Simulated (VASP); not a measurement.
Band structure of ZrB (space group P-6m2). These are PBE GGA, VASP's PBE PAW potentials (set 64) (plane waves; VASP) values and carry that method's errors.

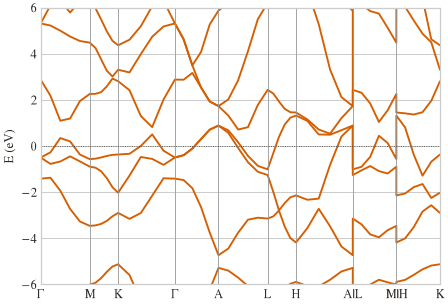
*Bands along high-symmetry lines, zero at the valence-band maximum or, without a gap, the Fermi level*

Problem. Read the plot: is there a gap, and where are the band edges?

Solution. It has no gap at this level: it comes out as a metal or semimetal.

The structure was generated: ZrB was put into an ordered model structure, which need not be its known phase. The cell was not relaxed at this level. The k-mesh is coarse (spacing up to 0.38 per Å, 2π included), so the numbers may not be converged in it. The electron count is odd and the run is not spin-polarised, which forces a metal.
